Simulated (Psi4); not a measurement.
**B3LYP/def2-TZVP run of [GePH4]− (SMILES [PH2][GeH2-])**

Aim: the vertical ionisation energy of [GePH4]− at B3LYP/def2-TZVP, from 2 runs. 

The results are computed with Psi4 1.11.

### Step 1. The molecule

[GePH4]−: 6 atoms, total charge -1, spin state singlet. As SMILES, `[PH2][GeH2-]`. Geometry: a GFN2-xTB relaxation, a rough one for these elements and not checked as a minimum. This is one conformer, not always the lowest.

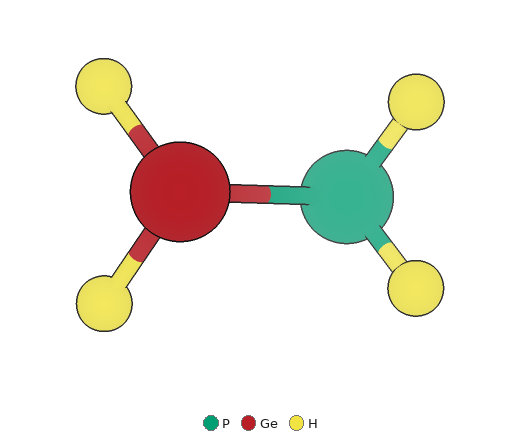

The structure, seen from a chosen angle (phosphorus teal, germanium red, hydrogen yellow).

### Step 2. Energy and gradient at B3LYP/def2-TZVP

job.in

```
memory 1.6 GB

molecule m {
  -1 1
  P     -0.720450    -0.896490    -0.032470
  Ge     0.869730     0.846830     0.028390
  H     -0.086520    -1.653140     0.936400
  H     -0.067380    -1.604580    -1.025200
  H      0.009790     1.687950    -1.097840
  H     -0.005170     1.619430     1.190720
  symmetry c1
  no_reorient
  no_com
}

set puream true
set e_convergence 1e-09
set d_convergence 1e-08
set scf_type pk
set dft_radial_points 99
set dft_spherical_points 590

E, wfn = gradient("b3lyp/def2-TZVP", return_wfn=True)
oeprop(wfn, "QUADRUPOLE", "MULLIKEN_CHARGES", "MAYER_INDICES", title="B3LYP")
```

Command:

```
$ psi4 -i job.in -o job.out -n 1
```

job.out:

```text
[...]
  Running in c1 symmetry.
[...]
  Nuclear repulsion =  158.212500119900142
[...]
  Multiplicity = 1
[...]
  Nalpha       = 26
  Nbeta        = 26
[...]
    Number of basis functions: 109
[...]
   @RKS iter   1: -2418.77809716052298   -1.47919e+00   3.02443e-02 DIIS/ADIIS
[...]
   @RKS iter  13: -2420.85971525047762   -4.09273e-12   2.39535e-09 DIIS
[...]
  @RKS Final Energy: -2420.85971525047762
   => Energetics <=
    Nuclear Repulsion Energy =            158.2125001199001417
    One-Electron Energy =               -3696.7092640168216349
    Two-Electron Energy =                1201.3653339750073883
    DFT Exchange-Correlation Energy =     -83.7282853285634587
    Empirical Dispersion Energy =           0.0000000000000000
    VV10 Nonlocal Energy =                  0.0000000000000000
    Total Energy =                      -2420.8597152504771657
[...]
  -Total Gradient:
     Atom            X                  Y                   Z
    ------   -----------------  -----------------  -----------------
       1        0.024537352989    -0.004565525633     0.000157317851
       2       -0.002775729445    -0.022720362114    -0.000586070472
       3       -0.006281075856     0.011585702664    -0.014630334910
       4       -0.006560987267     0.010817208744     0.015042959296
       5       -0.004483959666     0.002505061873    -0.001393180635
       6       -0.004437360688     0.002376216186     0.001409285466
[...]
 Multipole Moments:
 ------------------------------------------------------------------------------------
     Multipole            Electronic (a.u.)      Nuclear  (a.u.)        Total (a.u.)
 ------------------------------------------------------------------------------------
 L = 1.  Multiply by 2.5417464519 to convert [e a0] to [Debye]
 Dipole X            :        -32.1028505           31.8897520           -0.2130985
 Dipole Y            :        -26.8129440           25.8908920           -0.9220520
 Dipole Z            :         -0.8279048            0.8040974           -0.0238074
 Magnitude           :                                                    0.9466561
 L = 2.  Multiply by 1.3450342976 to convert [e a0^2] to [Debye ang]
 Quadrupole XX       :       -149.1955942          114.2870736          -34.9085206
 Quadrupole XY       :       -122.7804893          119.6873544           -3.0931349
[...]
  Mulliken Charges: (a.u.)
   Center  Symbol    Alpha    Beta     Spin     Total
       1     P     7.67507  7.67507  0.00000 -0.35013
       2    GE    16.10129 16.10129  0.00000 -0.20259
       3     H     0.50832  0.50832  0.00000 -0.01663
       4     H     0.50841  0.50841  0.00000 -0.01681
       5     H     0.60354  0.60354  0.00000 -0.20708
       6     H     0.60338  0.60338  0.00000 -0.20676
   Total alpha = 26.00000, Total beta = 26.00000, Total charge = -1.00000
  Mayer Bond Indices:
[...]
```

It took 45 s on 1 thread of Intel Xeon Platinum 8259CL at 2.50GHz (Skylake/Cascade Lake), shared host; peak memory 0.6 GiB.

### Step 3. Doublet neutral GePH4

run.py

```python
import psi4

psi4.set_memory(1600000000)
psi4.set_num_threads(1)
psi4.core.set_output_file('output.dat', False)

molecule = psi4.geometry("""
0 2
P     -1.36145319    -1.69412057    -0.06135941
Ge     1.64355150     1.60027677     0.05364932
H     -0.16349910    -3.12398185     1.76953954
H     -0.12732975    -3.03221675    -1.93734722
H      0.01850042     3.18976321    -2.07461693
H     -0.00976988     3.06027918     2.25013469
units bohr
symmetry c1
""")

options = {'basis': 'def2-TZVP', 'reference': 'uks', 'puream': True, 'e_convergence': 1e-09, 'd_convergence': 1e-08, 'scf_type': 'pk', 'dft_radial_points': 99, 'dft_spherical_points': 590, 'maxiter': 200}
psi4.set_options(options)

energy_value, wavefunction = psi4.gradient("b3lyp", return_wfn=True)
print('gradient / Eh bohr^-1')
print(energy_value.np.round(6))
print(f'energy = {wavefunction.energy():.10f} Eh')
```

Command:

```
$ python run.py
```

output.dat, shortened:

```text
[...]
  Running in c1 symmetry.
[...]
  Nuclear repulsion =  158.212500299409669
[...]
  Multiplicity = 2
[...]
  Nalpha       = 26
  Nbeta        = 25
[...]
    Number of basis functions: 109
[...]
   @UKS iter   1: -2418.80232966777885   -1.50342e+00   2.98148e-02 ADIIS/DIIS
[...]
   @UKS iter  16: -2420.77775561263661    4.54747e-13   3.02195e-09 DIIS
[...]
   @S^2 Observed:                7.561366681E-01
[...]
  @UKS Final Energy: -2420.77775561263661
   => Energetics <=
    Nuclear Repulsion Energy =            158.2125002994096690
    One-Electron Energy =               -3684.6383199796359804
    Two-Electron Energy =                1189.1655672167719331
    DFT Exchange-Correlation Energy =     -83.5175031491819908
    Empirical Dispersion Energy =           0.0000000000000000
    VV10 Nonlocal Energy =                  0.0000000000000000
    Total Energy =                      -2420.7777556126361560
[...]
 Multipole Moments:
 ------------------------------------------------------------------------------------
     Multipole            Electronic (a.u.)      Nuclear  (a.u.)        Total (a.u.)
 ------------------------------------------------------------------------------------
 L = 1.  Multiply by 2.5417464519 to convert [e a0] to [Debye]
 Dipole X            :          5.4567941           -5.1171358            0.3396583
 Dipole Y            :          4.5545004           -4.9712526           -0.4167522
 Dipole Z            :          0.1574828           -0.1665233           -0.0090405
 Magnitude           :                                                    0.5377098
[...]
  -Total Gradient:
     Atom            X                  Y                   Z
    ------   -----------------  -----------------  -----------------
       1       -0.010170638768    -0.009142859985    -0.000251081569
       2        0.054011235639    -0.024196742376    -0.000253775017
       3       -0.000104620721     0.011815537853    -0.014514867543
       4       -0.000337920446     0.011054528842     0.015064073954
       5       -0.021725823099     0.005352608229    -0.003012881596
       6       -0.021673812813     0.005115200043     0.002968508794
[...]
```

The script printed:

```text
gradient / Eh bohr^-1
[[-0.010171 -0.009143 -0.000251]
 [ 0.054011 -0.024197 -0.000254]
 [-0.000105  0.011816 -0.014515]
 [-0.000338  0.011055  0.015064]
 [-0.021726  0.005353 -0.003013]
 [-0.021674  0.005115  0.002969]]
energy = -2420.7777556126 Eh
```

It took 74 s on 1 thread of Intel Xeon Platinum 8259CL at 2.50GHz (Skylake/Cascade Lake), shared host; peak memory 0.6 GiB.

### Step 4. Outcome

At B3LYP/def2-TZVP:

```
                                                               quantity           value
                                         singlet [GePH4]−: total energy  -2420.85972 Eh
                                          singlet [GePH4]−: HOMO energy        -0.05 eV
                                          singlet [GePH4]−: LUMO energy         5.14 eV
singlet [GePH4]−: HOMO–LUMO gap (to an unbound level, set by the basis)         5.19 eV
                             singlet [GePH4]−: largest force on an atom      1.283 eV/Å
                                    doublet neutral GePH4: total energy  -2420.77776 Eh
                                   doublet neutral GePH4: dipole moment          1.37 D
              doublet neutral GePH4: HOMO energy (highest over α and β)        -6.72 eV
               doublet neutral GePH4: LUMO energy (lowest over α and β)        -4.41 eV
                                            doublet neutral GePH4: ⟨S²⟩           0.756
                        doublet neutral GePH4: largest force on an atom      3.043 eV/Å
                    vertical detachment energy (to the doublet neutral)        2.230 eV
```

What this shows: Removing an electron at fixed nuclei costs 2.23 eV (215 kJ/mol). The largest force (singlet [GePH4]−) is 1.28 eV/Å: the shape isn't a stationary point for this species at this level. −ε(HOMO) before ionisation, 0.05 eV, is 2.18 eV below this ionisation energy. Mulliken charges (singlet [GePH4]−) run from -0.35 on P1 to -0.02 on H3; they depend strongly on the basis.
